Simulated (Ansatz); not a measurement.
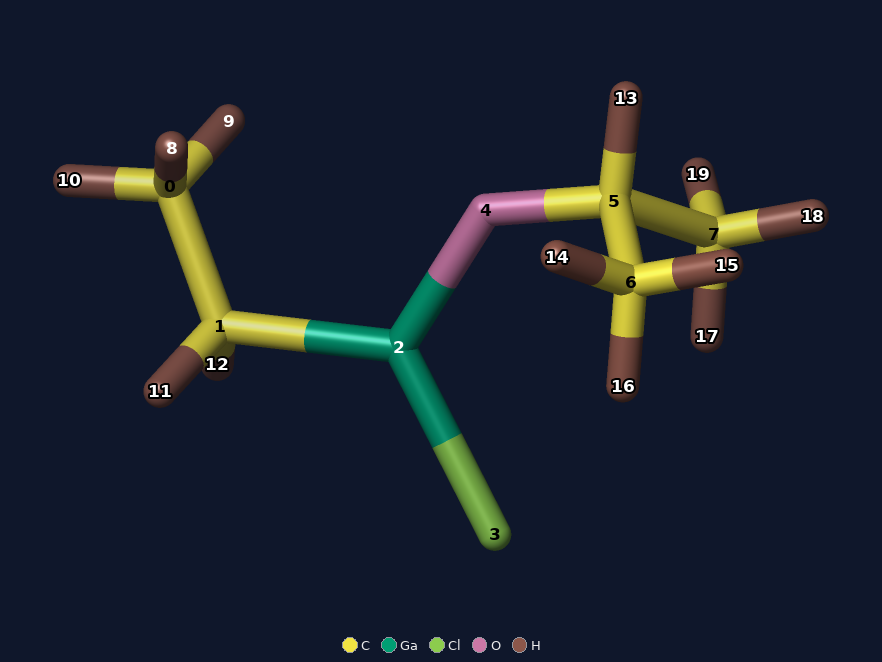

Starting geometry of the run. Atoms are numbered from 0, in the order of the input.

The calculation was set up as follows.

```yaml
crystal:
  periodic: [false, false, false]
  atoms:
    - {symbol: C, position_ang: [2.614957, -0.745180, -1.865534]}
    - {symbol: C, position_ang: [1.713011, 0.440133, -2.186302]}
    - {symbol: Ga, position_ang: [0.221238, 0.673124, -0.945329]}
    - {symbol: Cl, position_ang: [-1.236395, 2.245025, -1.228202]}
    - {symbol: O, position_ang: [0.049233, -0.419730, 0.439613]}
    - {symbol: C, position_ang: [-0.931076, -0.455882, 1.458811]}
    - {symbol: C, position_ang: [-0.909737, 0.811668, 2.292023]}
    - {symbol: C, position_ang: [-2.307007, -0.748477, 0.890917]}
    - {symbol: H, position_ang: [3.058683, -0.658697, -0.871597]}
    - {symbol: H, position_ang: [2.065951, -1.688846, -1.886918]}
    - {symbol: H, position_ang: [3.432848, -0.822126, -2.587883]}
    - {symbol: H, position_ang: [2.272620, 1.380731, -2.184665]}
    - {symbol: H, position_ang: [1.280648, 0.356246, -3.188064]}
    - {symbol: H, position_ang: [-0.640554, -1.295694, 2.104303]}
    - {symbol: H, position_ang: [0.096375, 0.997193, 2.674232]}
    - {symbol: H, position_ang: [-1.588581, 0.726757, 3.144425]}
    - {symbol: H, position_ang: [-1.223080, 1.672671, 1.694974]}
    - {symbol: H, position_ang: [-2.648651, 0.077311, 0.260475]}
    - {symbol: H, position_ang: [-3.036694, -0.885018, 1.693110]}
    - {symbol: H, position_ang: [-2.283780, -1.661192, 0.291610]}
basis:
  gaussian: {orbitals: cc-pVTZ}
hamiltonian: {xc: {name: wB97M-V}}
scf: {lower_state_search: light}
output: {forces: true}
```

It was started with:

```sh
ansatz run in.yaml --threads 4 --pin off --events-out ev --progress --plain --max-ram 46080MiB --backend cuda --devices 0, --max-vram 37GiB
```

Result:

```
Functional definition: wB97M-V
  name "wB97M-V"
  cite "Mardirossian & Head-Gordon, J. Chem. Phys. 144, 214110 (2016) doi:10.1063/1.4952647"
  cite "Becke, J. Chem. Phys. 107, 8554 (1997) doi:10.1063/1.475007"
  cite "Vydrov & Van Voorhis, J. Chem. Phys. 133, 244103 (2010) doi:10.1063/1.3521275"
  # Of w^i u^j: cxij and so on, Table III.
  parameter omega = 0.3/bohr
  parameter cx = 0.15
  parameter cx01 = 1.007
  parameter cx10 = 0.259
  parameter css00 = 0.443
  parameter css04 = -1.437
  parameter css10 = -4.535
  parameter css20 = -3.390
  parameter css43 = 4.278
  parameter cos00 = 1.000
  parameter cos10 = 1.358
  parameter cos20 = 2.924
  parameter cos21 = -8.812
  parameter cos60 = -1.390
  parameter cos61 = 9.142
  parameter b = 6.0
  parameter c = 0.01
  gx(w, u) = 1 - cx + cx01*u + cx10*w
  gss(w, u) = css00 + css04*u^4 + css10*w + css20*w^2 + css43*w^4*u^3
  gos(w, u) = cos00 + cos10*w + (cos20 + cos21*u)*w^2 + (cos60 + cos61*u)*w^6
  exchange = spin_sum(e_x_unif_sr(omega)*gx(b97_w, b97_u_x)) + cx*exact_x_sr(omega) + exact_x_lr(omega)
  correlation = spin_sum(e_c_pw_mod_same_spin*gss(b97_w, b97_u_same))
      + integral(e_c_pw_mod_opposite_spin*gos(b97_w_opposite, b97_u_opposite)) + vv10(b, c)
2363 factors; their error is unknown
596 factors; integrals over basis functions are off by at most 5.8e-6 eV
mean field evaluation 1: about -72318.1202 eV, gradient 7.1e1 eV
mean field evaluation 2: about -72319.2097 eV, gradient 7.1e1 eV
mean field evaluation 4: about -72328.2821 eV, gradient 3.0e0 eV
mean field evaluation 8: about -72328.3108 eV, gradient 4.8e-2 eV
mean field evaluation 16: about -72328.4341 eV, gradient 2.1e-4 eV
mean field -72328.43406497 eV, -2658.0209259141 hartree, gradient 6.6e-5 eV, S^2 0.000000; 0 other end points of the search recorded, 0 dependent functions left out
the calculation of the forces begins
reference -72328.43413162 eV, -2658.0209283637 hartree; 49, 49 occupied and 376, 376 virtual orbitals, 2363 factors
Total energy: -72328.43413162 eV, -2658.0209283637 hartree
Atom 0 at     2.614957    -0.745180    -1.865534 Å, force     0.167009    -0.191274     0.033560 eV/Å
Atom 1 at     1.713011     0.440133    -2.186302 Å, force    -0.144220     0.215437    -0.075859 eV/Å
Atom 2 at     0.221238     0.673124    -0.945329 Å, force     0.078418    -0.047187    -0.037324 eV/Å
Atom 3 at    -1.236395     2.245025    -1.228202 Å, force    -0.031186     0.024375     0.006563 eV/Å
Atom 4 at     0.049233    -0.419730     0.439613 Å, force     0.146984     0.036434    -0.184089 eV/Å
Atom 5 at    -0.931076    -0.455882     1.458811 Å, force    -0.037692    -0.207413     0.266260 eV/Å
Atom 6 at    -0.909737     0.811668     2.292023 Å, force     0.003445     0.162587     0.103575 eV/Å
Atom 7 at    -2.307007    -0.748477     0.890917 Å, force    -0.175535    -0.034469    -0.073646 eV/Å
Atom 8 at     3.058683    -0.658697    -0.871597 Å, force    -0.043581    -0.001775    -0.079177 eV/Å
Atom 9 at     2.065951    -1.688846    -1.886918 Å, force     0.037135     0.081692     0.003760 eV/Å
Atom 10 at     3.432848    -0.822126    -2.587883 Å, force    -0.075323     0.001633     0.072274 eV/Å
Atom 11 at     2.272620     1.380731    -2.184665 Å, force    -0.036550    -0.088848    -0.012364 eV/Å
Atom 12 at     1.280648     0.356246    -3.188064 Å, force     0.053218     0.005244     0.082006 eV/Å
Atom 13 at    -0.640554    -1.295694     2.104303 Å, force    -0.037246     0.082880    -0.054755 eV/Å
Atom 14 at     0.096375     0.997193     2.674232 Å, force    -0.071825    -0.017105    -0.033943 eV/Å
Atom 15 at    -1.588581     0.726757     3.144425 Å, force     0.048466     0.002031    -0.069108 eV/Å
Atom 16 at    -1.223080     1.672671     1.694974 Å, force     0.021466    -0.060159     0.027622 eV/Å
Atom 17 at    -2.648651     0.077311     0.260475 Å, force     0.031895    -0.047727     0.039358 eV/Å
Atom 18 at    -3.036694    -0.885018     1.693110 Å, force     0.059475     0.013856    -0.057320 eV/Å
Atom 19 at    -2.283780    -1.661192     0.291610 Å, force     0.005648     0.069790     0.042608 eV/Å
Dipole moment:     0.234191    -0.196142    -0.017197 e Å
```

Self-consistency was reached.
